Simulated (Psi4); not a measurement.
**One shape, several levels: ClF (chlorine monofluoride)**

Aim: a comparison of 6 runs (B3LYP/cc-pVTZ, CAM-B3LYP/cc-pVTZ, M06-2X/cc-pVTZ, revPBE/cc-pVTZ, wB97X/cc-pVTZ, CCSD(T)/cc-pVTZ) of ClF (chlorine monofluoride). 

Program for the calculation: Psi4 1.11.

1 further run of the same task is left out (it didn't finish).

### 1 The molecule

ClF: 2 atoms, total charge 0, spin state singlet. As SMILES, `FCl`. The F1–Cl2 distance was set to 2.106 Å, away from the relaxed value.

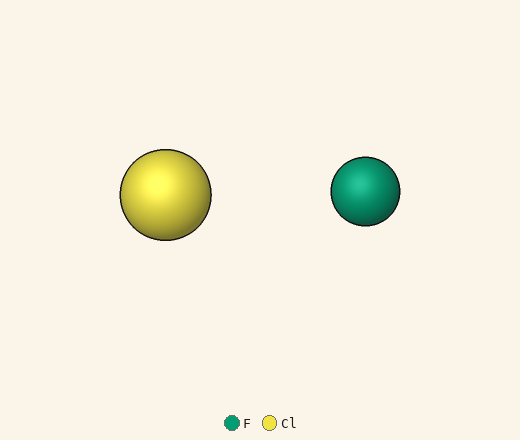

The structure, seen from a chosen angle (fluorine teal, chlorine yellow).

### 2 Energy and gradient at B3LYP/cc-pVTZ (run 1)

The input, clf.py:

```python
import psi4

psi4.set_memory(2200000000)
psi4.set_num_threads(1)
psi4.core.set_output_file('psi4.out', False)

m = psi4.geometry("""
0 1
F
Cl 1 2.1056
symmetry c1
no_reorient
no_com
""")

options = {'basis': 'cc-pVTZ', 'reference': 'rks', 'puream': True, 'e_convergence': 1e-09, 'd_convergence': 1e-08, 'scf_type': 'pk', 'dft_radial_points': 99, 'dft_spherical_points': 590}
psi4.set_options(options)

energy_value, wavefunction = psi4.gradient("b3lyp", return_wfn=True)
print('gradient / Eh bohr^-1')
print(energy_value.np.round(6))
print(f'energy = {wavefunction.energy():.10f} Eh')
```

Run with:

```
$ python clf.py
```

psi4.out:

```text
[...]
  Running in c1 symmetry.
[...]
  Nuclear repulsion =   38.451801497202702
[...]
  Multiplicity = 1
[...]
  Nalpha       = 13
  Nbeta        = 13
[...]
    Number of basis functions: 64
[...]
   @RKS iter   1:  -559.91541467269224   -3.46814e-01   6.32799e-03 ADIIS/DIIS
[...]
   @RKS iter  10:  -559.97963867940905   -6.49152e-11   5.04875e-09 DIIS
[...]
  @RKS Final Energy:  -559.97963867940905
   => Energetics <=
    Nuclear Repulsion Energy =             38.4518014972027018
    One-Electron Energy =                -850.6622933357776901
    Two-Electron Energy =                 283.2825999759450610
    DFT Exchange-Correlation Energy =     -31.0517468167791790
    Empirical Dispersion Energy =           0.0000000000000000
    VV10 Nonlocal Energy =                  0.0000000000000000
    Total Energy =                       -559.9796386794090495
[...]
 Multipole Moments:
 ------------------------------------------------------------------------------------
     Multipole            Electronic (a.u.)      Nuclear  (a.u.)        Total (a.u.)
 ------------------------------------------------------------------------------------
 L = 1.  Multiply by 2.5417464519 to convert [e a0] to [Debye]
 Dipole X            :          0.0000000            0.0000000            0.0000000
 Dipole Y            :          0.0000000            0.0000000            0.0000000
 Dipole Z            :          0.0909298            0.6085072            0.6994370
 Magnitude           :                                                    0.6994370
[...]
  -Total Gradient:
     Atom            X                  Y                   Z
    ------   -----------------  -----------------  -----------------
       1       -0.000000000000    -0.000000000000    -0.079993372761
       2       -0.000000000000     0.000000000000     0.079996838271
[...]
```

On the terminal:

```text
gradient / Eh bohr^-1
[[-0.       -0.       -0.079993]
 [-0.        0.        0.079997]]
energy = -559.9796386794 Eh
```

It took 22 s on 1 thread of Intel Xeon at 2.50GHz (Skylake/Cascade Lake), shared host; peak memory 0.62 GiB.

### 3 A single-point energy at CAM-B3LYP/cc-pVTZ (run 2)

The input, calc.inp:

```
memory 2200 MB

molecule {
  F      0.000000     0.000000    -0.454640
  Cl     0.000000     0.000000     1.650960
  symmetry c1
}

set basis cc-pVTZ
set puream true
set e_convergence 1e-09
set d_convergence 1e-08
set scf_type pk
set dft_radial_points 99
set dft_spherical_points 590

E, wfn = energy('cam-b3lyp', return_wfn=True)
oeprop(wfn, 'DIPOLE', 'MAYER_INDICES', 'WIBERG_LOWDIN_INDICES')
print_variables()
```

Run with:

```
$ psi4 -n 1 calc.inp calc.out
```

calc.out:

```text
[...]
  Running in c1 symmetry.
[...]
  Nuclear repulsion =   38.451801497202702
[...]
  Multiplicity = 1
[...]
  Nalpha       = 13
  Nbeta        = 13
[...]
    Number of basis functions: 64
[...]
   @RKS iter   1:  -559.90319639256631   -4.61396e-01   5.42540e-03 DIIS/ADIIS
[...]
   @RKS iter  10:  -559.94767931420233   -4.09273e-12   8.48977e-09 DIIS
[...]
  @RKS Final Energy:  -559.94767931420233
   => Energetics <=
    Nuclear Repulsion Energy =             38.4518014972027018
    One-Electron Energy =                -850.5983243600103378
    Two-Electron Energy =                 281.4934880622634523
    DFT Exchange-Correlation Energy =     -29.2946445136581914
    Empirical Dispersion Energy =           0.0000000000000000
    VV10 Nonlocal Energy =                  0.0000000000000000
    Total Energy =                       -559.9476793142024462
[...]
 Multipole Moments:
 ------------------------------------------------------------------------------------
     Multipole            Electronic (a.u.)      Nuclear  (a.u.)        Total (a.u.)
 ------------------------------------------------------------------------------------
 L = 1.  Multiply by 2.5417464519 to convert [e a0] to [Debye]
 Dipole X            :         -0.0000000            0.0000000           -0.0000000
 Dipole Y            :          0.0000000            0.0000000            0.0000000
 Dipole Z            :          0.1373243            0.6085072            0.7458314
 Magnitude           :                                                    0.7458314
[...]
```

Wall time 16 s (1 thread of Intel Xeon at 2.50GHz (Skylake/Cascade Lake), shared host); peak memory 0.64 GiB.

### 4 Energy and forces at M06-2X/cc-pVTZ (run 3)

The input, calc.dat:

```
memory 2.2 GB

molecule {
  0 1
  F      0.000000     0.000000    -0.454640
  Cl     0.000000     0.000000     1.650960
  units angstrom
  symmetry c1
  no_reorient
  no_com
}

set basis cc-pVTZ
set puream true
set e_convergence 1e-09
set d_convergence 1e-08
set scf_type pk
set dft_radial_points 99
set dft_spherical_points 590

e, wfn = gradient('m06-2x', return_wfn=True)
oeprop(wfn, 'LOWDIN_CHARGES', 'DIPOLE', 'QUADRUPOLE')
print_variables()
```

Run with:

```
$ psi4 -i calc.dat -o calc.out -n 1
```

calc.out:

```text
[...]
  Running in c1 symmetry.
[...]
  Nuclear repulsion =   38.451801497202702
[...]
  Multiplicity = 1
[...]
  Nalpha       = 13
  Nbeta        = 13
[...]
    Number of basis functions: 64
[...]
   @RKS iter   1:  -559.84818800315838   -4.79129e-01   5.32682e-03 ADIIS/DIIS
[...]
   @RKS iter  11:  -559.89939158135201    1.13687e-13   1.04164e-09 DIIS
[...]
    Orbital Energies [Eh]
    ---------------------
    Doubly Occupied:
       1A   -102.791483     2A    -25.288093     3A     -9.920845
       4A     -7.646276     5A     -7.634963     6A     -7.634963
       7A     -1.302370     8A     -0.957306     9A     -0.529208
      10A     -0.529208    11A     -0.528165    12A     -0.442884
      13A     -0.442884
[...]
  @RKS Final Energy:  -559.89939158135201
   => Energetics <=
    Nuclear Repulsion Energy =             38.4518014972027018
    One-Electron Energy =                -850.5667399737039887
    Two-Electron Energy =                 270.4911430436203545
    DFT Exchange-Correlation Energy =     -18.2755961484710738
    Empirical Dispersion Energy =           0.0000000000000000
    VV10 Nonlocal Energy =                  0.0000000000000000
    Total Energy =                       -559.8993915813520061
[...]
  -Total Gradient:
     Atom            X                  Y                   Z
    ------   -----------------  -----------------  -----------------
       1       -0.000000000000     0.000000000000    -0.098375155935
       2        0.000000000000    -0.000000000000     0.098422117955
[...]
```

Wall time 23 s (1 thread of Intel Xeon at 2.50GHz (Skylake/Cascade Lake), shared host); peak memory 0.89 GiB.

Runs 4 to 5 aren't shown in full; the table further down has their settings and results.

### 5 A single-point energy at CCSD(T)/cc-pVTZ (run 6)

The input, clf.xyz:

```xyz
2
ClF
F      0.000000     0.000000    -0.454640
Cl     0.000000     0.000000     1.650960
```

The input, clf.py:

```python
import psi4

psi4.set_memory('2200 MB')
psi4.set_num_threads(1)
psi4.set_output_file('clf.out', False)

with open('clf.xyz') as f:
    atoms = ''.join(f.readlines()[2:])
geom = psi4.geometry('0 1\n' + atoms + 'symmetry c1')

psi4.set_options({
    'basis': 'cc-pVTZ',
    'puream': True,
    'e_convergence': 1e-09,
    'd_convergence': 1e-08,
    'scf_type': 'pk',
    'num_frozen_docc': 6,
})

e, wfn = psi4.energy("ccsd(t)", return_wfn=True)
print(f'ccsd(t) energy: {e:.10f} Eh')
```

Run with:

```
$ python clf.py
```

clf.out:

```text
[...]
  Running in c1 symmetry.
[...]
  Nuclear repulsion =   38.451801497202702
[...]
  Multiplicity = 1
[...]
  Nalpha       = 13
  Nbeta        = 13
[...]
    Number of basis functions: 64
[...]
   @RHF iter   1:  -558.76674815696276   -6.95590e-01   5.10213e-03 ADIIS/DIIS
[...]
   @RHF iter  11:  -558.81792108564741   -1.36424e-12   2.64418e-09 DIIS
[...]
  @RHF Final Energy:  -558.81792108564741
   => Energetics <=
    Nuclear Repulsion Energy =             38.4518014972027018
    One-Electron Energy =                -850.3697931022248895
    Two-Electron Energy =                 253.1000705193747535
    Total Energy =                       -558.8179210856474128
[...]
 Multipole Moments:
 ------------------------------------------------------------------------------------
     Multipole            Electronic (a.u.)      Nuclear  (a.u.)        Total (a.u.)
 ------------------------------------------------------------------------------------
 L = 1.  Multiply by 2.5417464519 to convert [e a0] to [Debye]
 Dipole X            :         -0.0000000            0.0000000           -0.0000000
 Dipole Y            :         -0.0000000            0.0000000           -0.0000000
 Dipole Z            :          0.3273074            0.6085072            0.9358146
 Magnitude           :                                                    0.9358146
[...]
      * MP2 total energy                      = -559.292058071411702
[...]
      * CCSD total energy                     = -559.309973802425588
[...]
      * CCSD(T) total energy                  = -559.335212939036296
```

Standard output:

```text
ccsd(t) energy: -559.3352129390 Eh
```

Wall time 1.7 min (1 thread of Intel Xeon at 2.50GHz (Skylake/Cascade Lake), shared host); peak memory 0.43 GiB.

### 6 Overview of the runs

```
run              level      task  frozen core orbitals  energy (Eh)  dipole moment (D)  HOMO energy (eV)  LUMO energy (eV)  wall time
  1      B3LYP/cc-pVTZ  gradient                     0  -559.979639               1.78            -10.13             -6.98       22 s
  2  CAM-B3LYP/cc-pVTZ    energy                     0  -559.947679               1.90            -11.94             -5.52       16 s
  3     M06-2X/cc-pVTZ  gradient                     0  -559.899392               2.00            -12.05             -5.55       23 s
  4     revPBE/cc-pVTZ  gradient                     0  -559.858588               1.56             -8.62             -7.68       22 s
  5      wB97X/cc-pVTZ  gradient                     0  -559.925377               1.88            -13.01             -4.45       35 s
  6    CCSD(T)/cc-pVTZ    energy                     6  -559.335213                  –            -14.55             -2.45    1.7 min
```

### 7 Summary of results

| quantity | value |
| --- | --- |
| run 6: total energy | -559.33521 Eh |
| run 6: HOMO energy (Hartree–Fock orbitals) | -14.55 eV |
| run 6: LUMO energy (Hartree–Fock orbitals) | -2.45 eV |
| run 6: HOMO–LUMO gap (Hartree–Fock orbitals) | 12.10 eV |
| run 6: correlation energy (6 core orbitals frozen) | -517.3 mEh |
| run 6: (T) correction | -25.24 mEh |
| run 6: T1 diagnostic | 0.021 |

**Reading.** Over runs 1, 2, 3, 4, 5 the dipole moment (its size) runs from 1.56 D (revPBE/cc-pVTZ) to 2.00 D (M06-2X/cc-pVTZ). Over runs 1, 2, 3, 4, 5 the HOMO–LUMO gap runs from 0.94 eV (revPBE/cc-pVTZ) to 8.56 eV (wB97X/cc-pVTZ). Totals of different functionals can't be ranked against each other. All runs together took 3.6 min, the longest 1.7 min.
